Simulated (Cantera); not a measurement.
A closed system holds: 1 mol HI, 3.5 mol O2, equilibrated at 1000 Pa.

Cantera equilibrium calculation (NASA polynomials, part measured and part estimated; ideal gas, pure solids and liquids). Candidate condensed phases: H2O, I2; 12 gas species. Kinetics and transport are ignored.

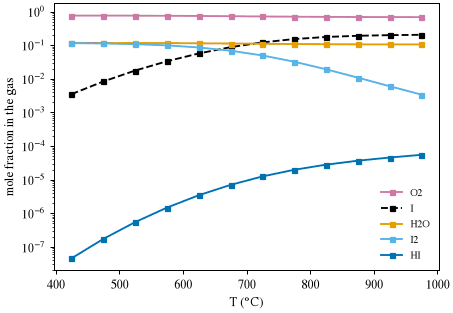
Equilibrium gas composition (values under 1e-9 drawn at 1e-9)

From 425 °C to 975 °C nothing is condensed.
